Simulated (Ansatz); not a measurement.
ZnCu$_{2}$SnS$_{4}$ (kesterite type, space group I-4)

```
CELL_PARAMETERS angstrom
     -2.73424     2.73424     5.46757
      2.73424    -2.73424     5.46757
      2.73424     2.73424    -5.46757
ATOMIC_POSITIONS crystal
  Cu 0.00000 0.00000 0.00000
  Cu 0.75000 0.25000 0.50000
  Zn 0.25000 0.75000 0.50000
  Sn 0.50000 0.50000 0.00000
  S  0.63691 0.62896 0.52468
  S  0.10428 0.11223 0.47532
  S  0.37104 0.89572 0.00795
  S  0.88777 0.36309 0.99205
```

E(V) scan at fixed shape, V₀ the volume above. The atoms relax within the cell's symmetry.

Computed with PBE (plane waves to 420 eV, PAW, scalar-relativistic; Ansatz, a program for electronic structure). k mesh 9×9×9 (Γ-centred), Fermi-Dirac smearing 0.05 eV. E stands for the smeared free energy. With the shape held, the modulus is that of even scaling; a crystal free to change shape is softer. At this level the bands of ZnCu2SnS4 touch or barely overlap; measurements give the solid a gap. The PAW data are Ansatz's earlier set. ZnCu2SnS4 is run without spin polarisation. ZnCu2SnS4 was relaxed with its symmetry unable to fall. The zero of ΔE is the relaxed starting cell.

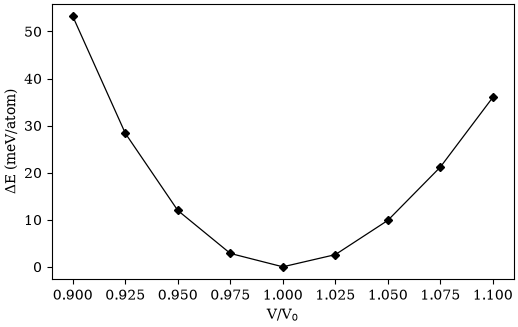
Figure: ΔE (meV/atom) against V/V₀; computed points joined by lines.

Question: What is ΔE at V/V₀ = 0.900?

Answer: About 53 meV/atom.

Question: What is ΔE at V/V₀ = 1.100?

Answer: About 36 meV/atom.

Question: What bulk modulus at fixed cell shape B₀ follows from a third-order Birch-Murnaghan fit?

Answer: About 68 GPa.

(Under strain, the slope of the energy per volume gives the stress and its curvature an elastic modulus.)
